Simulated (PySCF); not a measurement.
# C6H5F5Si: the cost of one run

The runs use PySCF 2.14.0, with density-fitted response routines of our own; the level of theory stands in each step. All values are computed, except where a source is named. Atoms are numbered from 0 throughout.

### 1 Starting geometry

17 atoms, charge 0, multiplicity 1; geometry from: GFN2-xTB. The atoms were then displaced at random by about 0.01 Å, so the start is not that level's minimum.

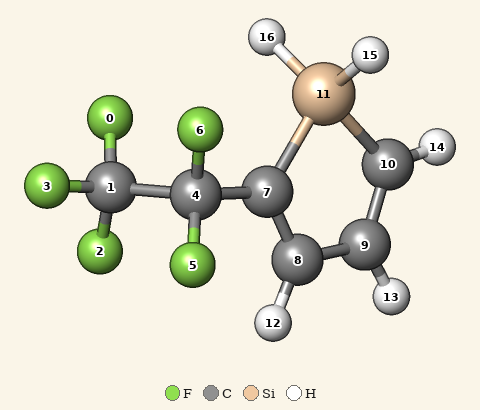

As it starts; fluorine green, carbon grey, silicon light orange, hydrogen white, atoms numbered; sticks join atoms by distance.

### 2 Optimising the geometry at PBE0-D3(BJ)/def2-SVP

What the job is given:

```
{"job": {"xc": "PBE0", "basis": "def2-SVP", "d3": "d3bj", "grid": 1, "shake": 0.01, "kind": "geom"}, "charge": 0, "multiplicity": 1}
F     -1.867600     1.479290    -0.737150
C     -2.290400     0.295220    -0.318480
F     -2.162790    -0.546760    -1.350210
F     -3.549140     0.384310    -0.041640
C     -1.429870    -0.167170     0.882250
F     -1.923400    -1.358820     1.296640
F     -1.670160     0.700230     1.915790
C      0.020080    -0.183680     0.523530
C      0.607760    -1.239990    -0.011230
C      2.011500    -1.057570    -0.345320
C      2.526060     0.140990    -0.053380
Si     1.227430     1.256060     0.726110
H      0.093000    -2.176520    -0.246220
H      2.547450    -1.863060    -0.802700
H      3.559730     0.373240    -0.266770
H      1.453120     1.570090     2.135570
H      0.830710     2.405960    -0.103340
```

Run with:

```sh
OMP_NUM_THREADS=1 python probes_run.py task.json out
```

This one command runs all jobs of the session in turn.

**Question.** How long does this first job take on 1 thread of Arm Neoverse V1, shared host, and how much memory does it need?

About 4.1 min, with a peak of 0.89 GiB.
